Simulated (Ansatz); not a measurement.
Start from Si in the diamond structure (space group Fd-3m, No. 227; a = 5.434 Å). Axes: x, y, z lie along the cube axes.

Modification: tensile biaxial strain of 2.50 % in the plane normal to [110], as in epitaxy on a mismatched substrate; the out-of-plane cell vector and the atoms relax.

The values are results of Ansatz (an electronic-structure program), PBEsol, PAW, cutoff 420 eV, no spin-orbit coupling, not measurements.

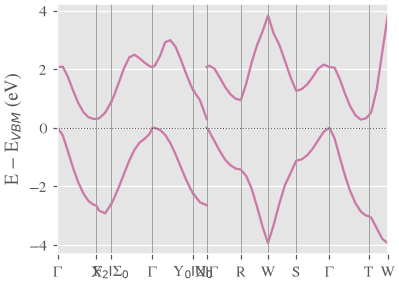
Figure: Highest valence and lowest conduction band along the path of the changed cell's own zone

Question: Read the changed gap and its character from the plot.

Answer: About 0.3 eV, indirect, Γ → Γ–T (80 % along).

A biaxial case was relaxed in a doubled cell and then solved in the primitive one. Stability against distortions was not tested. k-point labels follow each cell's own Brillouin zone.
